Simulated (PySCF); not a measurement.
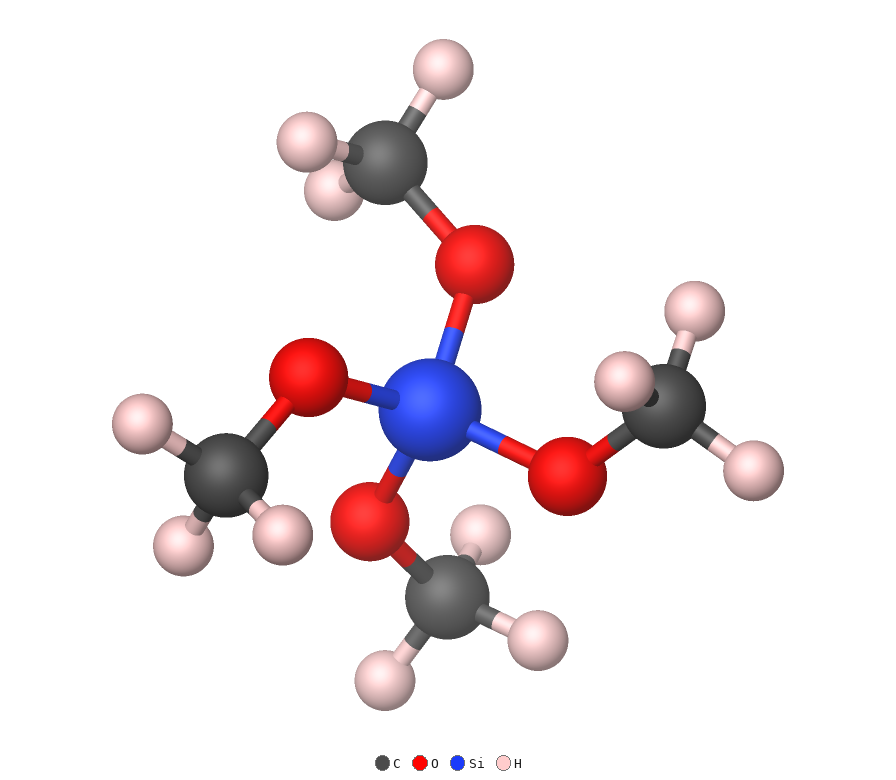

Ball-and-stick drawing of a structure. Every bond is drawn as one stick, whatever its order.

Description:

Formula C₄H₁₂O₄Si. SMILES: `CO[Si](OC)(OC)OC`. It has no ring. Among its groups: Si–O bond. Coordination: 4 C tetrahedral; 4 O bent; 1 Si tetrahedral.

More results for the same structure follow; atom numbers are the same in all pictures, views and colours differ. The geometry was computed by an optimisation with PBE0-D3(BJ)/def2-SVP. No frequency run is at hand to confirm it as a minimum.

Shape

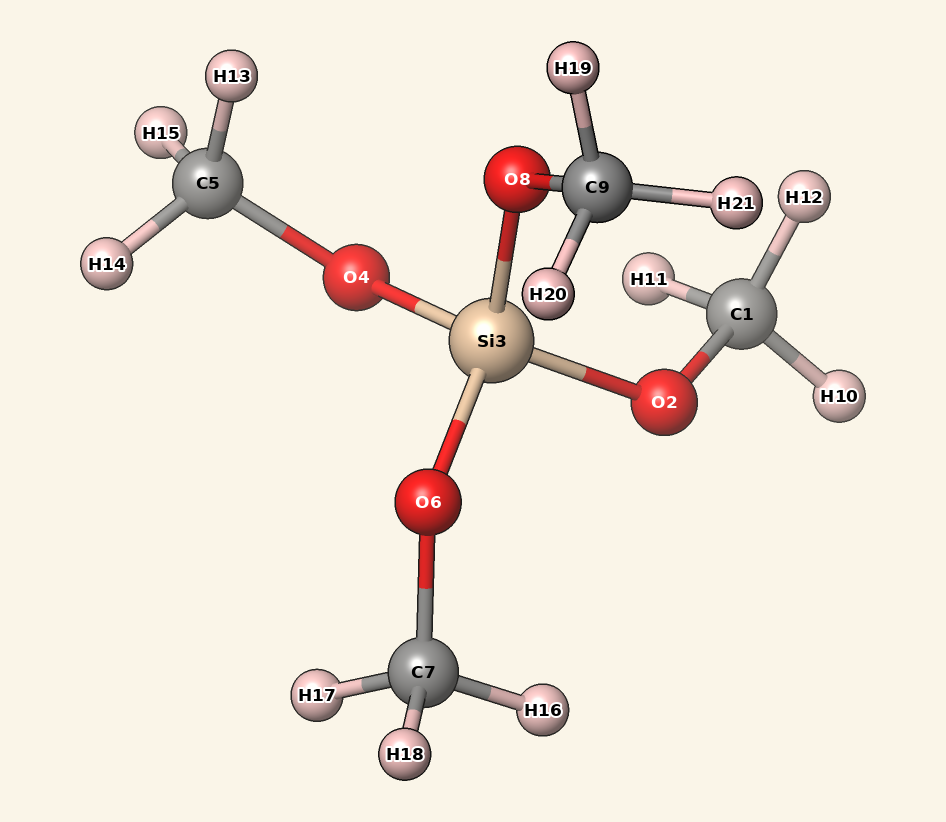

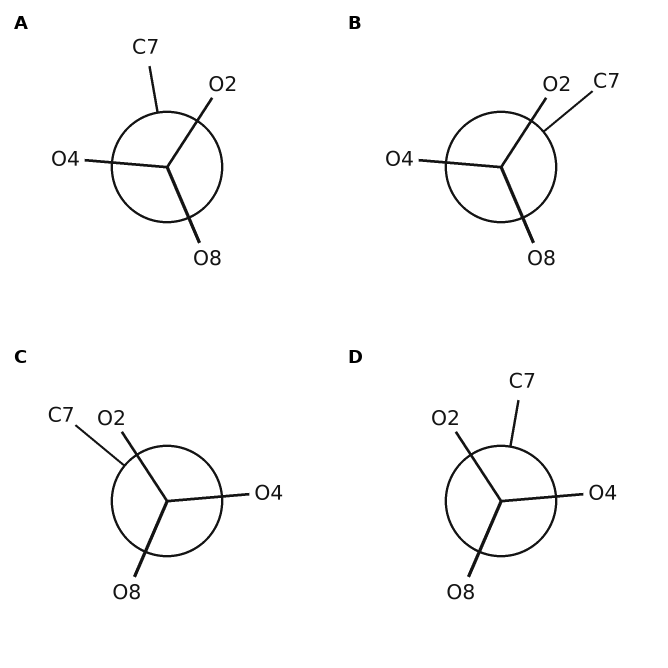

Depth is shown by fading: the farther an atom, the more it takes the colour of the background. Bonds that would overlap in a projection are set slightly apart. No frequency run is at hand to confirm it as a minimum.

Question: Which Newman projection shows the view along Si3–O6, with Si3 in front?

Answer: A. The torsion angle O2–Si3–O6–C7 is −43°, synclinal (gauche).

Bond orders

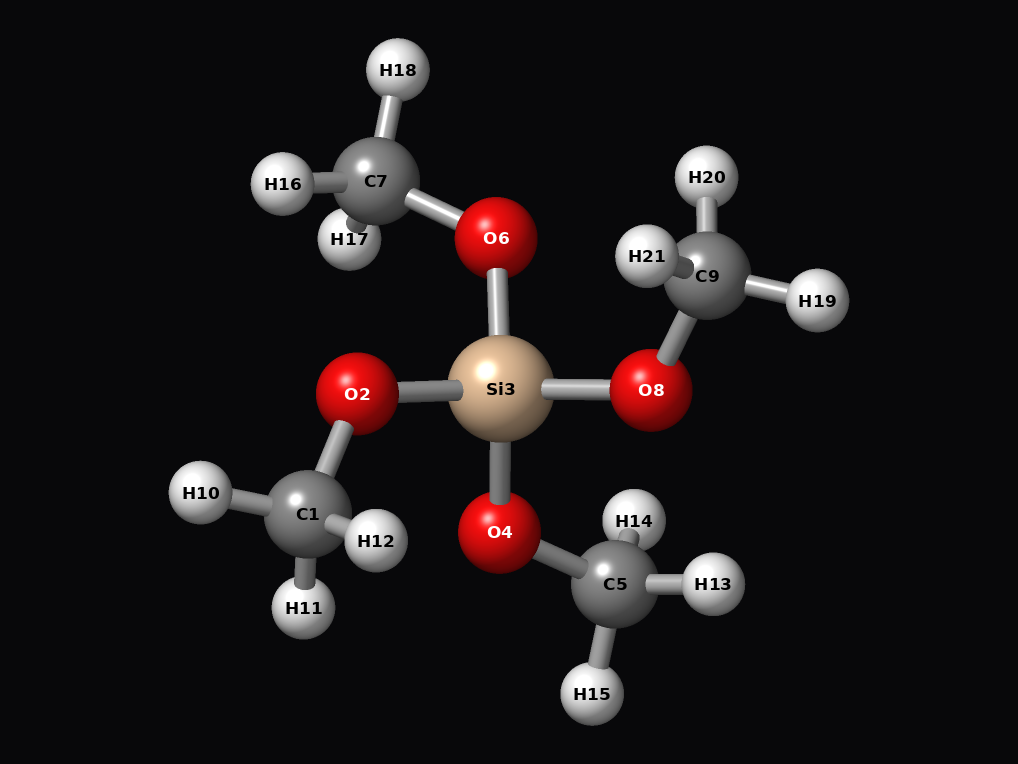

Every bond is drawn as one stick. No frequency run is at hand to confirm it as a minimum. Method: PBE0/pcSseg-1 in chloroform (IEF-PCM) (PySCF 2.14.0).

List the Mayer bond orders of C1–O2, Si3–O4, O2–Si3, O4–C5, O6–C7, O8–C9 (bonds between heavy atoms, one of each equivalent set). Atoms whose distances differ by more than 0.02 Å in this geometry are listed apart.

```
  bond  Mayer order  length (Å)
 C1–O2         0.89       1.403
Si3–O4         0.99       1.642
O2–Si3         0.98       1.642
 O4–C5         0.88       1.403
 O6–C7         0.88       1.403
 O8–C9         0.89       1.403
```

Electronic properties

No frequency run is at hand to confirm it as a minimum. Properties computed with WP04/pcSseg-1 in chloroform (IEF-PCM) (PySCF 2.14.0).

Computed properties:

- dipole moment: 0.06 D
- HOMO energy (Kohn–Sham orbital): −9.25 eV
- LUMO energy (Kohn–Sham orbital): −0.39 eV
- HOMO–LUMO gap: 8.86 eV

NMR shielding

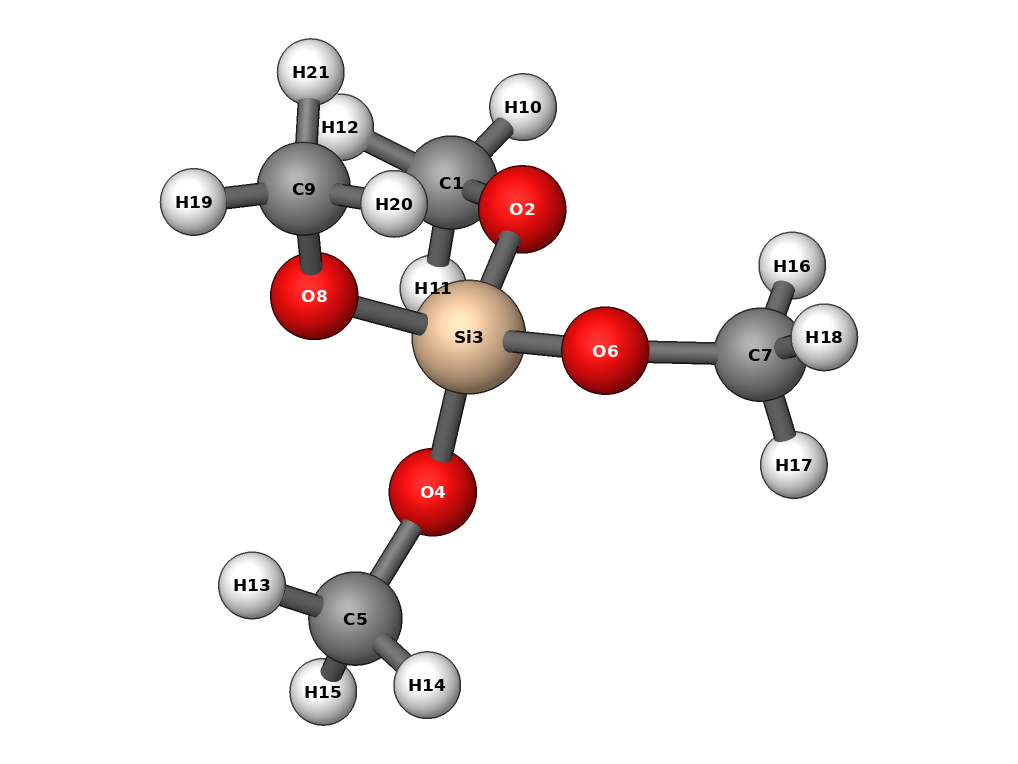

No frequency run is at hand to confirm it as a minimum. Level of theory: GIAO WP04/pcSseg-1 NMR shielding, non-relativistic, IEF-PCM chloroform (PySCF 2.14.0). Principal shieldings σ11 ≤ σ22 ≤ σ33, span Ω = σ33 − σ11, skew κ = 3(σiso − σ22)/Ω.

Give the shielding tensors of the C atoms.

```tsv
atom	σ11	σ22	σ33	σiso	Ω	κ
C1	91.5	92.7	169.7	118.0	78.2	0.97
C5	91.5	92.5	169.8	117.9	78.3	0.97
C7	91.6	92.6	169.8	118.0	78.2	0.97
C9	91.6	92.7	169.8	118.0	78.1	0.97
```

Shieldings and span in ppm.
